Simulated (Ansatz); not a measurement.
**SiCl3O (SMILES [O][Si](Cl)(Cl)Cl) at U-wB97M-V/def2-SVP**

What is the electronic atomisation energy of SiCl3O at U-wB97M-V/def2-SVP? 

Program for the calculation: Ansatz 0.2.0.

61 further runs of the same task are left out: 10 that didn't finish, 51 set aside as unsound or not needed. Runs told in other sessions of the task aren't counted.

## (1) Starting point

SiCl3O has 5 atoms, charge 0, and is taken as a doublet. SMILES: `[O][Si](Cl)(Cl)Cl`. The shape is that of a PBE0-D4/def2-TZVP optimisation.

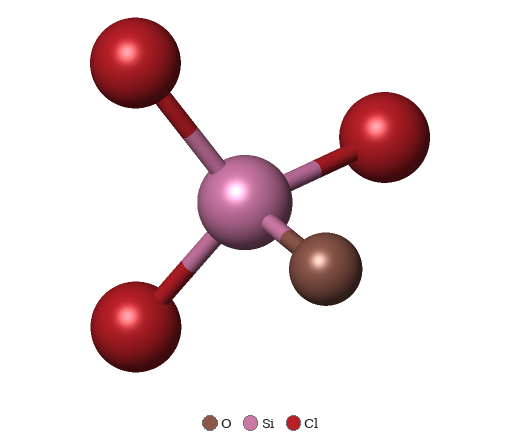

Viewed from a chosen angle; oxygen brown, silicon pink, chlorine red.

## (2) The energy at U-wB97M-V/def2-SVP

File in.yaml:

```yaml
crystal:
  periodic: [false, false, false]
  atoms:
    - {symbol: O, position_ang: [0.815000, -1.070800, 1.039300]}
    - {symbol: Si, position_ang: [0.038600, -0.018800, 0.041000]}
    - {symbol: Cl, position_ang: [-1.536500, 0.855600, 0.950500]}
    - {symbol: Cl, position_ang: [-0.542800, -1.265500, -1.438700]}
    - {symbol: Cl, position_ang: [1.275600, 1.425900, -0.633600]}
basis:
  gaussian:
    orbitals: def2-SVP
total_charge: 0
magnetization:
  spin_polarized: true
  initial_magnetization: 1
output: {orbitals: {seedname: orbitals}}
hamiltonian:
  xc: {name: wB97M-V}
accuracy: high
```

Started as:

```bash
ansatz run in.yaml --threads 1 --pin off --max-ram 3480MiB --events-out events.jsonl --progress --plain --runs-dir runs
```

Output:

```text
Warning: RAYON_NUM_THREADS=1 ignored (pool sized by the plan → 1); use --threads N
Functional definition: wB97M-V
  name "wB97M-V"
  parameter omega = 0.3/bohr
  parameter cx = 0.15
  parameter cx01 = 1.007
  parameter cx10 = 0.259
  parameter css00 = 0.443
  parameter css04 = -1.437
  parameter css10 = -4.535
  parameter css20 = -3.390
  parameter css43 = 4.278
  parameter cos00 = 1.000
  parameter cos10 = 1.358
  parameter cos20 = 2.924
  parameter cos21 = -8.812
  parameter cos60 = -1.390
  parameter cos61 = 9.142
  parameter b = 6.0
  parameter c = 0.01
  gx(w, u) = 1 - cx + cx01*u + cx10*w
  gss(w, u) = css00 + css04*u^4 + css10*w + css20*w^2 + css43*w^4*u^3
  gos(w, u) = cos00 + cos10*w + (cos20 + cos21*u)*w^2 + (cos60 + cos61*u)*w^6
  exchange = spin_sum(e_x_unif_sr(omega)*gx(b97_w, b97_u_x)) + cx*exact_x_sr(omega) + exact_x_lr(omega)
  correlation = spin_sum(e_c_pw_mod_same_spin*gss(b97_w, b97_u_same))
      + integral(e_c_pw_mod_opposite_spin*gos(b97_w_opposite, b97_u_opposite)) + vv10(b, c)
1630 factors; integrals over basis functions are off by at most 3.6e-9 eV
338 factors; integrals over basis functions are off by at most 1.6e-9 eV
mean field evaluation 1: about -47464.7071 eV, gradient 4.5e1 eV
mean field evaluation 2: about -47423.9572 eV, gradient 1.1e2 eV
mean field evaluation 4: about -47476.6201 eV, gradient 8.1e0 eV
mean field evaluation 8: about -47477.0557 eV, gradient 4.0e-1 eV
mean field evaluation 16: about -47477.0582 eV, gradient 4.4e-3 eV
mean field evaluation 32: about -47477.0582 eV, gradient 1.3e-8 eV
mean field -47477.05822711 eV, -1744.7497087403 hartree, gradient 2.1e-8 eV, S^2 0.753007; 2 other end points of the search recorded, 0 dependent functions left out
reference -47477.05823010 eV, -1744.7497088504 hartree; 37, 36 occupied and 49, 50 virtual orbitals, 1630 factors
Total energy: -47477.05823010 eV, -1744.7497088504 hartree
```

It took 3.7 min on 1 thread of Arm Neoverse V2, shared host; peak memory 1.1 GiB.

## (3) The Cl atom, same level

File in.yaml:

```yaml
crystal:
  periodic: [false, false, false]
  atoms:
    - {symbol: Cl, position_ang: [0.000000, 0.000000, 0.000000]}
basis:
  gaussian:
    orbitals: def2-SVP
magnetization:
  spin_polarized: true
  initial_magnetization: 1
hamiltonian:
  xc: {name: wB97M-V}
accuracy: high
```

Started as:

```bash
ansatz run in.yaml --threads 1 --pin off --max-ram 3480MiB --events-out events.jsonl --progress --plain --runs-dir runs
```

Output, shortened:

```text
Warning: RAYON_NUM_THREADS=1 ignored (pool sized by the plan → 1); use --threads N
[... 2 set-up lines as earlier in the session ...]
[...]
  gx(w, u) = 1 - cx + cx01*u + cx10*w
  gss(w, u) = css00 + css04*u^4 + css10*w + css20*w^2 + css43*w^4*u^3
  gos(w, u) = cos00 + cos10*w + (cos20 + cos21*u)*w^2 + (cos60 + cos61*u)*w^6
[...]
      + integral(e_c_pw_mod_opposite_spin*gos(b97_w_opposite, b97_u_opposite)) + vv10(b, c)
134 factors; integrals over basis functions are off by at most 2.6e-9 eV
54 factors; integrals over basis functions are off by at most 2.1e-9 eV
[...]
mean field -12516.35766213 eV, -459.9676601913 hartree, gradient 8.8e-8 eV, S^2 0.751146; 0 other end points of the search recorded, 0 dependent functions left out
reference -12516.35766343 eV, -459.9676602391 hartree; 9, 8 occupied and 9, 10 virtual orbitals, 134 factors
Total energy: -12516.35766343 eV, -459.9676602391 hartree
```

Run time: 5.7 s. Hardware: 1 thread of Arm Neoverse V2, shared host; peak memory 0.2 GiB.

## (4) The O atom, same level

File in.yaml:

```yaml
crystal:
  periodic: [false, false, false]
  atoms:
    - symbol: O
      position_ang: [0.000000, 0.000000, 0.000000]
basis:
  gaussian:
    orbitals: def2-SVP
magnetization:
  spin_polarized: true
  initial_magnetization: 2
hamiltonian:
  xc: {name: wB97M-V}
accuracy: high
```

Run the same way, it converges to -74.98020 Eh (log not shown).

## (5) The Si atom, same level

File run.yaml:

```yaml
basis:
  gaussian:
    orbitals: def2-SVP
crystal:
  periodic: [false, false, false]
  atoms:
    - {symbol: Si, position_ang: [0.000000, 0.000000, 0.000000]}
accuracy: high
hamiltonian:
  xc: {name: wB97M-V}
total_charge: 0
magnetization:
  spin_polarized: true
  initial_magnetization: 2
```

Run the same way, it converges to -289.25435 Eh (log not shown).

## (6) Outcome

At U-wB97M-V/def2-SVP:

| quantity | value |
| --- | --- |
| molecule: total energy | -1744.74971 Eh |
| molecule: HOMO energy (highest over α and β) | -11.70 eV |
| molecule: LUMO energy (lowest over α and β) | -3.20 eV |
| molecule: ⟨S²⟩ | 0.753 |
| Cl atom: total energy | -459.96766 Eh |
| Cl atom: ⟨S²⟩ | 0.751 |
| O atom: total energy | -74.98020 Eh |
| O atom: ⟨S²⟩ | 2.003 |
| Si atom: total energy | -289.25435 Eh |
| Si atom: ⟨S²⟩ | 2.001 |
| electronic atomisation energy | 16.658 eV |

**Reading.** Taking the molecule apart into free atoms costs 16.66 eV (1607 kJ/mol), before zero-point energy and without spin-orbit coupling.
